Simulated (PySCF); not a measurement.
**From one method to the next for AlO**

Starting from one script, swap the method and compare what comes out for AlO.

Method: method and basis as typed in the scripts; program: PySCF 2.14.0.

2 further runs of the same task are left out: 2 that didn't finish.

## Step 1: Starting geometry

AlO: 2 atoms, charge 0, spin multiplicity 2.

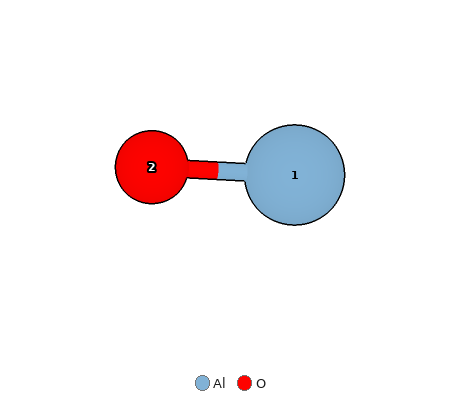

As it starts; aluminium light blue, oxygen red; atoms are numbered from 1 in the order of the file.

## Step 2: The base run

input.py reads:

```python
from pyscf import gto, scf, mp

mol = gto.M(
    atom='Al 0 0 0; O 0 0 1.534',
    basis='cc-pvdz',
    charge=0,
    spin=1,
    verbose=3,
)
mf = scf.UHF(mol)
mf = mf.density_fit(auxbasis='def2-universal-jkfit')
mf = mf.newton()
mf.kernel()
mp.MP2(mf, frozen=6).kernel()
mf.dip_moment()
print('orbital energies (hartree):', [e[max(0, n-3):n+3].round(4) for e, n in zip(mf.mo_energy, mol.nelec)])
```

The run is started by

```
$ OMP_NUM_THREADS=1 python input.py
```

The log of this run is left out.

It gives: E(SCF) = -316.719207 Eh, E(MP2) − E(SCF) = -0.21317 Eh, ⟨S²⟩ = 0.803, μ = 2.31 D (of the SCF density).

The bond length is a typed value, not an optimised one.

## Step 3: CCSD

Edit 1 changes step after the SCF: mp2 → ccsd.

Changes to input.py since step 2:

```diff
@@ -1,2 +1,2 @@
-from pyscf import gto, scf, mp
+from pyscf import gto, scf, cc
 
@@ -13,3 +13,4 @@
 mf.kernel()
-mp.MP2(mf, frozen=6).kernel()
+mycc = cc.CCSD(mf, frozen=6)
+mycc.kernel()
 mf.dip_moment()
```

The run is started by

```
$ OMP_NUM_THREADS=1 python input.py
```

The program printed:

```text
WARN: HOMO -0.24068787661641 >= LUMO -0.24068787661641

converged SCF energy = -316.719206871917  <S^2> = 0.80329314  2S+1 = 2.0526014
E(UCCSD) = -316.9610901192503  E_corr = -0.2418832473337524
Dipole moment(X, Y, Z, Debye): -0.00000,  0.00000, -2.30581
orbital energies (hartree): [array([-0.5218, -0.5218, -0.3555,  0.0597,  0.0597,  0.1421]), array([-0.475 , -0.475 , -0.3586,  0.0146,  0.0732,  0.0732])]
```

It took 2.7 s on 1 thread of Arm Neoverse V2, shared host.

Result: E(SCF) = -316.719207 Eh (no change), E(CCSD) − E(SCF) = -0.24188 Eh, ⟨S²⟩ = 0.803, μ = 2.31 D (of the SCF density).

## Step 4: EOM-EA

Edit 2 changes step after the SCF: mp2 → eomea; number of roots: none → 6.

Changes to input.py since step 2:

```diff
@@ -1,2 +1,2 @@
-from pyscf import gto, scf, mp
+from pyscf import gto, scf, cc
 
@@ -13,3 +13,6 @@
 mf.kernel()
-mp.MP2(mf, frozen=6).kernel()
+mycc = cc.CCSD(mf, frozen=6)
+mycc.kernel()
+e = mycc.eaccsd(nroots=6)[0]
+print('roots (eV) =', (e*27.211386).round(3))
 mf.dip_moment()
```

The run is started by

```
$ OMP_NUM_THREADS=1 python input.py
```

The program printed:

```text
WARN: HOMO -0.24068787661641 >= LUMO -0.24068787661641

converged SCF energy = -316.719206871917  <S^2> = 0.80329314  2S+1 = 2.0526014
E(UCCSD) = -316.9610901192503  E_corr = -0.2418832473337524
roots (eV) = [-1.802  1.174  1.174  1.569  1.569  3.314]
Dipole moment(X, Y, Z, Debye): -0.00000,  0.00000, -2.30581
orbital energies (hartree): [array([-0.5218, -0.5218, -0.3555,  0.0597,  0.0597,  0.1421]), array([-0.475 , -0.475 , -0.3586,  0.0146,  0.0732,  0.0732])]
```

Wall time 34 s (1 thread of Arm Neoverse V2, shared host).

This run: E(SCF) = -316.719207 Eh (no change), E(CCSD) − E(SCF) = -0.24188 Eh, ⟨S²⟩ = 0.803, μ = 2.31 D, attachment roots -1.802, 1.174, 1.174, 1.569, 1.569 eV.

Positive EA roots mean that the added electron is unbound.

## Step 5: Tpssh (UKS)

Edit 3 changes functional: none (Hartree–Fock) → tpssh; SCF type: UHF → UKS; step after the SCF: mp2 → analyze.

input.py reads:

```python
from pyscf import gto, dft

mol = gto.M(
    atom='Al 0 0 0; O 0 0 1.534',
    basis='cc-pvdz',
    charge=0,
    spin=1,
    verbose=3,
)
mf = dft.UKS(mol, xc='tpssh')
mf = mf.density_fit(auxbasis='def2-universal-jkfit')
mf = mf.newton()
mf.kernel()
mf.analyze()
print('orbital energies (hartree):', [e[max(0, n-3):n+3].round(4) for e, n in zip(mf.mo_energy, mol.nelec)])
```

The run is started by

```
$ OMP_NUM_THREADS=1 python input.py
```

The program printed:

```text
converged SCF energy = -317.607931782669  <S^2> = 0.75612573  2S+1 = 2.0061164
**** MO energy ****
                             alpha | beta                alpha | beta
MO #1   energy= -55.9403923363037  | -55.9381599404956  occ= 1 | 1
MO #2   energy= -19.0297884044478  | -19.0205239138618  occ= 1 | 1
MO #3   energy= -4.10466678255134  | -4.10151580062695  occ= 1 | 1
MO #4   energy= -2.64910670803653  | -2.6451149679718   occ= 1 | 1
MO #5   energy= -2.6470468362041   | -2.64511496797178  occ= 1 | 1
MO #6   energy= -2.64704683620408  | -2.64267565928686  occ= 1 | 1
MO #7   energy= -0.880551362726511 | -0.856449529328036 occ= 1 | 1
MO #8   energy= -0.353408538788433 | -0.301396864884202 occ= 1 | 1
MO #9   energy= -0.274408023863275 | -0.268890883169077 occ= 1 | 1
MO #10  energy= -0.274408023863275 | -0.268890883169076 occ= 1 | 1
MO #11  energy= -0.26058851751721  | -0.169030736148957 occ= 1 | 0
MO #12  energy= -0.0570982564380285 | -0.0286796127623856 occ= 0 | 0
MO #13  energy= -0.0570982564380275 | -0.0286796127623849 occ= 0 | 0
MO #14  energy= 0.0291277182287755 | 0.0487596434165387 occ= 0 | 0
MO #15  energy= 0.159556186676011  | 0.190371150027343  occ= 0 | 0
MO #16  energy= 0.211047996009676  | 0.228668569690744  occ= 0 | 0
MO #17  energy= 0.211047996009683  | 0.228668569690752  occ= 0 | 0
MO #18  energy= 0.246149202906493  | 0.264669841670587  occ= 0 | 0
MO #19  energy= 0.246149583225375  | 0.264670384751661  occ= 0 | 0
MO #20  energy= 0.270725667657161  | 0.298693087963693  occ= 0 | 0
MO #21  energy= 0.3425347194222    | 0.362630411230664  occ= 0 | 0
MO #22  energy= 0.342534719422205  | 0.362630411230665  occ= 0 | 0
MO #23  energy= 0.605847395404161  | 0.620351838533781  occ= 0 | 0
MO #24  energy= 1.0676346130679    | 1.09083680462456   occ= 0 | 0
MO #25  energy= 1.08269635441331   | 1.09083680462456   occ= 0 | 0
MO #26  energy= 1.08269635441331   | 1.10382022022891   occ= 0 | 0
MO #27  energy= 1.89232471745693   | 1.9135867033441    occ= 0 | 0
MO #28  energy= 2.64441985446382   | 2.65015822187677   occ= 0 | 0
MO #29  energy= 2.64442868862087   | 2.65016636968737   occ= 0 | 0
MO #30  energy= 2.6881375718481    | 2.71518683632394   occ= 0 | 0
MO #31  energy= 2.68813757184811   | 2.71518683632395   occ= 0 | 0
MO #32  energy= 2.84628184898656   | 2.87264416470782   occ= 0 | 0

To work with the spin densities directly, `use mulliken_meta_spin()` only printing them here.

 ** Mulliken spin pop alpha/beta on meta-lowdin orthogonal AOs **
 ** Mulliken Spin Density (per atom)  **
spin density of  0 Al =      0.67023
spin density of  1 O =      0.32977
 ** Mulliken pop alpha/beta on meta-lowdin orthogonal AOs **
 ** Mulliken atomic charges   ( Nelec_alpha | Nelec_beta ) **
charge of  0Al =      0.59809  (     6.53607      5.86584 )
charge of  1O =     -0.59809  (     4.46393      4.13416 )
Dipole moment(X, Y, Z, Debye): -0.00000,  0.00000, -3.76507
orbital energies (hartree): [array([-0.2744, -0.2744, -0.2606, -0.0571, -0.0571,  0.0291]), array([-0.3014, -0.2689, -0.2689, -0.169 , -0.0287, -0.0287])]
```

It took 8.1 s on 1 thread of Arm Neoverse V2, shared host; peak memory 0.21 GiB.

Result: E(SCF) = -317.607932 Eh, ⟨S²⟩ = 0.756, μ = 3.77 D.

## Step 6: RHF

Edit 4 changes SCF type: UHF → RHF.

input.py reads:

```python
from pyscf import gto, scf, mp

mol = gto.M(
    atom='Al 0 0 0; O 0 0 1.534',
    basis='cc-pvdz',
    charge=0,
    spin=1,
    verbose=3,
)
mf = scf.RHF(mol)
mf = mf.density_fit(auxbasis='def2-universal-jkfit')
mf = mf.newton()
mf.kernel()
mp.MP2(mf, frozen=6).kernel()
mf.dip_moment()
print('orbital energies (hartree):', mf.mo_energy[..., max(0, mol.nelec[1]-3):mol.nelec[0]+3].round(4))
```

The run is started by

```
$ OMP_NUM_THREADS=1 python input.py
```

The program printed:

```text
converged SCF energy = -316.713100898661

WARN: RMP2 method does not support ROHF method. ROHF object is converted to UHF object and UMP2 method is called.

E(DFUMP2) = -316.958274703149  E_corr = -0.245173804487224
E(SCS-DFUMP2) = -316.947846930934  E_corr = -0.234746032272673
Dipole moment(X, Y, Z, Debye): -0.00000, -0.00000, -5.68492
orbital energies (hartree): [-0.4715 -0.4072 -0.4072 -0.2092  0.0657  0.0657  0.1515]
```

It took 1.1 s on 1 thread of Arm Neoverse V2, shared host.

This run: E(SCF) = -316.713101 Eh (+0.1662 eV from the base), E(MP2) − E(SCF) = -0.24517 Eh, μ = 5.68 D (of the SCF density).

On these ROHF orbitals the MP2 class gives a UMP2 expression without the singles term, not ROMP2.

## Step 7: Side by side

```
        run  E(SCF) (hartree)  from base (eV)  gap, α spin (eV)  SCF dipole (D)                                                 after the SCF
       base       -316.719207               0             11.30            2.31                        MP2 correlation -5.801 eV, core frozen
       CCSD       -316.719207          0.0000             11.30            2.31                       CCSD correlation -6.582 eV, core frozen
     EOM-EA       -316.719207          0.0000             11.30            2.31  CCSD correlation -6.582 eV, core frozen, first root -1.80 eV
tpssh (UKS)       -317.607932  not comparable              5.54            3.77                                                           n/a
        RHF       -316.713101         +0.1662               n/a            5.68                        MP2 correlation -6.672 eV, core frozen
```

Wall time on 1 thread of Arm Neoverse V2, shared host, start-up included: base 0.84 s; CCSD 2.7 s; EOM-EA 34 s; tpssh (UKS) 8.1 s; RHF 1.1 s.

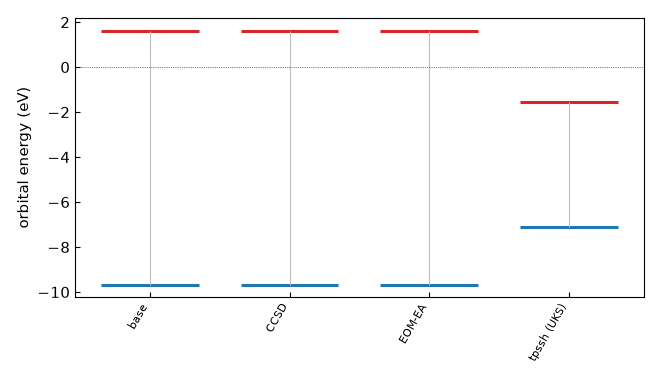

Highest filled (blue) and lowest empty (red) level of each run. Open-shell runs show the α spin alone.

On the same reference and core, CCSD gains 6.58 eV in 2.7 s; MP2 reaches 88 % of that in 0.84 s. Total energies of different functionals can't be compared with each other; differences within one functional can. The dearest run is “EOM-EA”, at 34 s against 0.84 s.
